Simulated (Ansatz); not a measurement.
An ideal cubic perovskite cell is held by its symmetry; such compounds can tilt or shift off centre at room temperature.

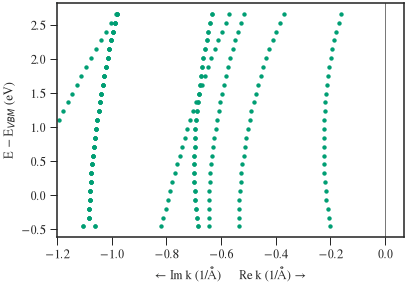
Complex bands at the centre of the two-dimensional zone; r2SCAN in Ansatz (a quantum-chemistry and plane-wave program)

The gap is the functional's own, uncorrected, and κ follows it; spin-orbit coupling is left out. Mid-gap values are interpolated between the computed energies.

### Question
This is CsPbCl₃ (Pm-3m, cubic perovskite, 5 atoms a cell, 36.4 Å³ an atom) along the normal of (001). Read off the slowest decay at the centre of the two-dimensional zone at 1.24 eV, the computed energy nearest the middle of the gap.

### Answer
κ ≈ 0.22 1/Å, a decay length 1/(2κ) of the density of 2.3 Å.
